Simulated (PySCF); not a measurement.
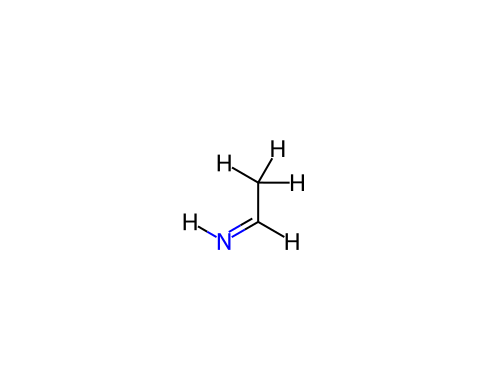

The geometry was computed by an optimisation with PBE0-D3(BJ)/def2-SVP. No frequency run is at hand to confirm it as a minimum. Properties computed with EOM-CCSD/aug-cc-pVDZ, gas phase (PySCF 2.14.0).

Computed properties:

The species is C₂H₅N (`[H]/N=C\C`).
- T1 diagnostic: 0.012

The run may have ended in an electronic state that isn't the lowest.
